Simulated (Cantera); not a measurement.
Input: 1 mol Al2O3, 0.0097 mol C, 5 mol N2, held at 0.133 bar.

These are equilibrium values from Cantera (NASA tables, ideal gas, pure condensed phases), not measurements of a reactor. Candidate condensed phases: Al, AlN, Al2O3, C; 32 gas species. Mutual solubility and eutectic melting of coexisting phases are not modelled. Condensed phases not in the tables: aluminium oxynitride. Rates play no part.

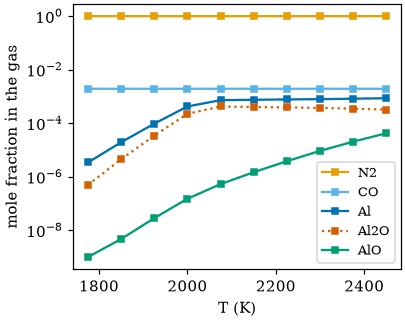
*Equilibrium gas composition (values under 1e-9 drawn at 1e-9)*

Q: Read off the mole fractions at 2075 K.

A: N2 about 1.00, CO about 0.0019, Al about 0.00073, Al2O about 0.00042, AlO about 5.3e-7.
